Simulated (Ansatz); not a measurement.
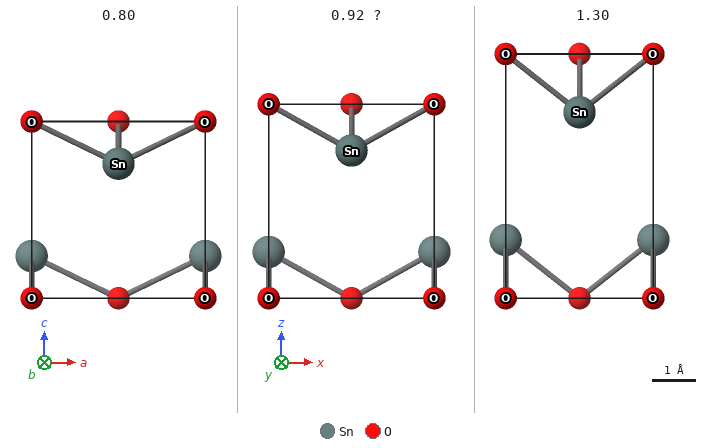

Energy scan for crystalline SnO (P4/nmm), in which the ratio of the cell's length along z to its lengths across, counted as 1 for the reference, is changed at fixed volume (a c/a path), with the atoms kept at their fractional coordinates. x, y and z are the Cartesian axes of the input. The picture is a ball-and-stick view of the cell of the calculation, seen along the b axis.

Method: DFT PBE+D3(BJ), scalar-relativistic, plane waves, PAW in Ansatz. Set-up: plane-wave cutoff 650 eV; k-point mesh 14 × 14 × 12; occupations gaussian; smearing width 0.15 eV; no spin polarisation. Energies (free energies at the smearing named) are counted from the cell as listed in its source, which wasn't relaxed.

| axial ratio over its reference value | energy change (meV/atom) |
| --- | --- |
| 0.80 | 84.7 |
| 0.85 | 45.5 |
| 0.92 | ? |
| 0.96 | 0.7 |
| 1.00 | 0.0 |
| 1.05 | 10.8 |
| 1.10 | 34.5 |
| 1.20 | 120.0 |
| 1.30 | 254.5 |

**Fill in the missing row.**

A straight line between the two neighbours gives 17.0 meV/atom. A cubic through the four nearest rows (0.80, 0.85, 0.96, 1.00) gives, with Lagrange weights, (−0.1400)(84.7) + (0.4655)(45.5) + (0.9545)(0.7) + (−0.2800)(0.0) = 10.0 meV/atom. The calculation gives 9.8 meV/atom, so the cubic is 0.2 meV/atom too high and the straight line 7.2 meV/atom too high, as the curve bends upwards here.

The whole profile:

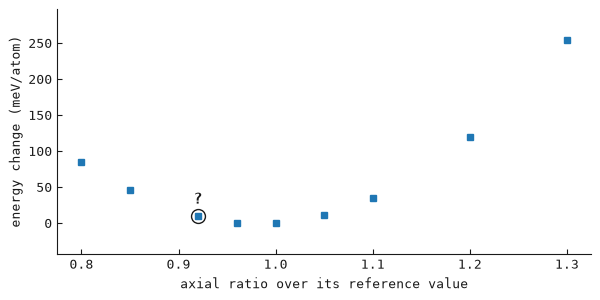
